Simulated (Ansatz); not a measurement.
# AlClHS radical (SMILES [SH][Al][Cl]): energies and forces away from the minimum

Aim: displace all atoms at random from the minimum and see how well density functionals give the CCSD(T) energy and forces there.

Method: single points with forces in def2-TZVPP; program: Ansatz 0.2.0, Gaussian basis.

Levels: PBE-D4, r2SCAN-D4, PBE0-D4, wB97M-V, Hartree-Fock, MP2, CCSD, CCSD(T). Each coordinate is moved by a Gaussian draw of the width named (0.7 of it for atoms other than hydrogen): 0.06, 0.02 Å.

Cores are frozen in the correlated methods. Orbitals are unrestricted.

13 further runs of the same task are left out: 13 set aside as unsound or not needed.

### 1 Where the work starts

The minimum, relaxed at PBE0-D4: SMILES `[SH][Al][Cl]`, 4 atoms, charge 0, spin multiplicity 2.

Atoms are counted from 1 here; the program's logs count them from 0.

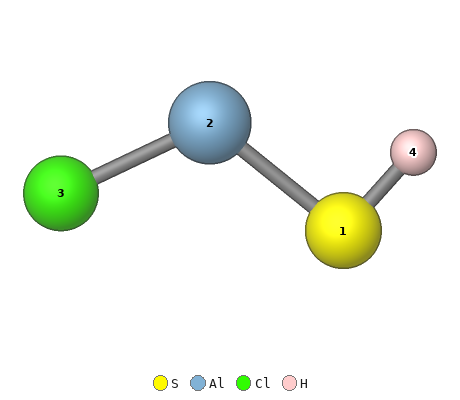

Start geometry, drawn with sulfur yellow, aluminium light blue, chlorine green, hydrogen pink; atoms are numbered from 1 in the order of the file.

As a file:

```xyz
4
charge 0, multiplicity 2
S     0.4398    0.9849   -0.7447
Al   -0.3941   -0.5259    0.6091
Cl    0.2262   -2.5074    0.2510
H    -0.2164    1.9881   -0.1356
```

Energies of the minimum (eV), from earlier single points: PBE-D4 -29960.93396, r2SCAN-D4 -29972.12270, PBE0-D4 -29963.41829, B3LYP-D4 -29975.93431, wB97M-V -29972.57176, CCSD(T) -29936.17894.

### 2 Structure 1, width 0.06 Å

The input, ccsdt-tzvpp/in.yaml:

```yaml
crystal:
  periodic: [false, false, false]
  atoms:
    - {symbol: S, position_ang: [0.442617, 0.961563, -0.804675]}
    - {symbol: Al, position_ang: [-0.346120, -0.530380, 0.531977]}
    - {symbol: Cl, position_ang: [0.258033, -2.545164, 0.269284]}
    - {symbol: H, position_ang: [-0.302539, 2.010570, -0.079282]}
basis:
  gaussian: {orbitals: def2-TZVPP}
magnetization: {spin_polarized: true, initial_magnetization: 1}
correlation: {method: ccsd_t}
scf: {omitted_lower_state_checks: [cluster_reference]}
output: {forces: true}
```

No record of the launch command was kept for these runs.

What it wrote, shortened:

```text
Functional definition: HF
  name "HF"
  cite "Fock, Z. Phys. 61, 126 (1930) doi:10.1007/BF01340294"
  parent pbe
[...]
819 factors; integrals over basis functions are off by at most 7.8e-4 eV
[...]
mean field -29923.00413681 eV, -1099.6501194871 hartree, gradient 8.0e-6 eV, S^2 0.754745; 0 other end points of the search recorded, 0 dependent functions left out
15 core orbitals not correlated: weight in the atoms' cores, before any rotation towards them, 1.000 or more for the frozen orbitals, at most 0.000 for the correlated occupied ones
reference -29923.00413681 eV, -1099.6501194871 hartree; 9, 8 occupied and 116, 117 virtual orbitals, 819 factors
second order -11.34759966 eV of doubles, -0.00000000 eV of singles
cycle   1  -12.05442862 eV  change   -7.1e-1 eV  update   7.4e-2
[...]
cycle  13  -12.39434674 eV  change   -1.7e-6 eV  update   1.0e-6
perturbative correction -0.57124651 eV, -0.0209929220 hartree
[...]
working
Total energy: -29935.96973006 eV, -1100.1265962507 hartree
Atom 0 at     0.442617     0.961563    -0.804675 Å, force    -0.981920     2.221836     0.781046 eV/Å
Atom 1 at    -0.346120    -0.530380     0.531977 Å, force    -0.276513    -0.545103     0.486101 eV/Å
Atom 2 at     0.258033    -2.545164     0.269284 Å, force     0.000348     0.092213    -0.031108 eV/Å
Atom 3 at    -0.302539     2.010570    -0.079282 Å, force     1.258086    -1.768946    -1.236039 eV/Å
Dipole moment:    -0.200506     0.321437     0.174842 e Å
Checks for a lower state left out: cluster_reference
```

It took 2.3 min on 2 threads, shared host; peak memory 2.6 GiB.

The other levels were run on the same coordinates; their logs were not kept, and their results stand in the tables.

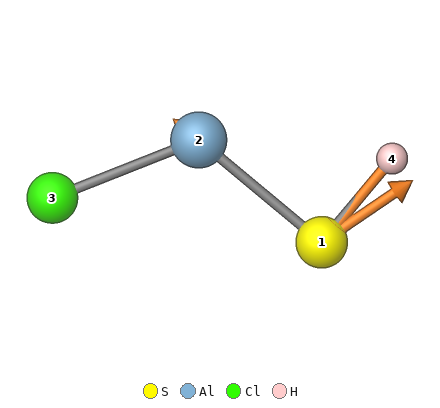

Forces at CCSD(T); the longest arrow is 2.55 eV/Å.

```tsv
method	RMS force component (eV/Å)	RMS error against CCSD(T) (eV/Å)	angle to CCSD(T) forces (°)	dipole (D)
PBE-D4	0.949	0.144	5.5	1.95
r2SCAN-D4	1.029	0.045	2.0	2.07
PBE0-D4	1.047	0.055	3.0	2.10
wB97M-V	1.067	0.038	1.9	2.19
CCSD(T)	1.056	reference	reference	2.00
```

### 3 Structure 2, width 0.02 Å

The input, ccsdt-tzvpp/in.yaml:

```yaml
crystal:
  periodic: [false, false, false]
  atoms:
    - {symbol: S, position_ang: [0.434886, 0.969808, -0.755841]}
    - {symbol: Al, position_ang: [-0.404610, -0.535154, 0.607377]}
    - {symbol: Cl, position_ang: [0.222230, -2.515094, 0.275471]}
    - {symbol: H, position_ang: [-0.242171, 2.003710, -0.140418]}
basis:
  gaussian: {orbitals: def2-TZVPP}
magnetization: {spin_polarized: true, initial_magnetization: 1}
correlation: {method: ccsd_t}
scf: {omitted_lower_state_checks: [cluster_reference]}
output: {forces: true}
```

What it wrote, shortened:

```text
[... 4 set-up lines as earlier in the session ...]
[...]
819 factors; integrals over basis functions are off by at most 7.5e-4 eV
[...]
mean field -29923.23754924 eV, -1099.6586972357 hartree, gradient 7.8e-6 eV, S^2 0.755290; 0 other end points of the search recorded, 0 dependent functions left out
15 core orbitals not correlated: weight in the atoms' cores, before any rotation towards them, 1.000 or more for the frozen orbitals, at most 0.000 for the correlated occupied ones
reference -29923.23754924 eV, -1099.6586972357 hartree; 9, 8 occupied and 116, 117 virtual orbitals, 819 factors
second order -11.31900796 eV of doubles, -0.00000000 eV of singles
cycle   1  -12.02685146 eV  change   -7.1e-1 eV  update   7.2e-2
[...]
cycle  13  -12.35766900 eV  change   -1.6e-6 eV  update   1.0e-6
perturbative correction -0.56470580 eV, -0.0207525556 hartree
[...]
working
Total energy: -29936.15992405 eV, -1100.1335857508 hartree
Atom 0 at     0.434886     0.969808    -0.755841 Å, force    -0.428884     0.748041     0.371838 eV/Å
Atom 1 at    -0.404610    -0.535154     0.607377 Å, force    -0.059289     0.113186     0.050799 eV/Å
Atom 2 at     0.222230    -2.515094     0.275471 Å, force     0.038826    -0.149819    -0.016683 eV/Å
Atom 3 at    -0.242171     2.003710    -0.140418 Å, force     0.449348    -0.711408    -0.405955 eV/Å
Dipole moment:    -0.226368     0.279226     0.217195 e Å
Checks for a lower state left out: cluster_reference
```

Wall time 2.3 min (2 threads, shared host); peak memory 2.6 GiB.

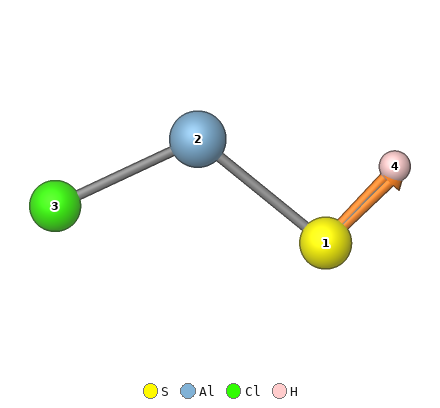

Forces at CCSD(T); the longest arrow is 0.94 eV/Å.

```tsv
method	RMS force component (eV/Å)	RMS error against CCSD(T) (eV/Å)	angle to CCSD(T) forces (°)	dipole (D)
PBE-D4	0.285	0.160	21.3	1.93
r2SCAN-D4	0.350	0.047	4.5	2.05
PBE0-D4	0.360	0.052	6.8	2.09
wB97M-V	0.391	0.019	2.8	2.21
CCSD(T)	0.387	reference	reference	2.02
```

### 4 All structures together

Energy above the minimum (eV):

```tsv
structure	width (Å)	PBE-D4	r2SCAN-D4	PBE0-D4	wB97M-V	Hartree-Fock	MP2	CCSD	CCSD(T)
1	0.06	0.172	0.201	0.204	0.213	0.264	0.229	0.218	0.209
2	0.02	0.007	0.016	0.017	0.020	0.031	0.024	0.021	0.019
```

Miss and cost, level by level (times from a shared host):

```tsv
method	mean energy error from CCSD(T) (eV)	mean time a point
PBE-D4	0.025	1.9 s
r2SCAN-D4	0.006	3.8 s
PBE0-D4	0.004	3.9 s
wB97M-V	0.002	9 s
Hartree-Fock	0.033	part of the CCSD(T) run
MP2	0.013	part of the CCSD(T) run
CCSD	0.006	part of the CCSD(T) run
CCSD(T)	0	2.3 min
```

For cost: wB97M-V comes within 0.002 eV at 9 s a point, where CCSD(T) needs 2.3 min.

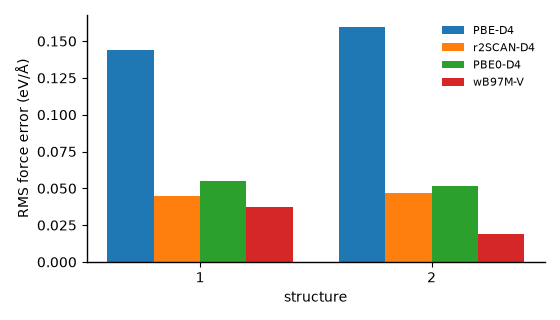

Force errors against CCSD(T).

### 5 What came out

| quantity | value |
| --- | --- |
| energy above the minimum, CCSD(T) | 0.209, 0.019 eV |
| mean energy error | PBE-D4 0.025, r2SCAN-D4 0.006, PBE0-D4 0.004, wB97M-V 0.002, Hartree-Fock 0.033, MP2 0.013, CCSD 0.006 eV |
| mean RMS force error | PBE-D4 0.152, r2SCAN-D4 0.046, PBE0-D4 0.053, wB97M-V 0.028 eV/Å |
| largest T1 diagnostic | 0.014 |

What this shows: wB97M-V gives the best energies and Hartree-Fock the worst. For forces wB97M-V is best, off by 4 % of the typical force, and PBE-D4 worst (21 %); with few structures and a triple-zeta reference, gaps of a few points rank nothing.
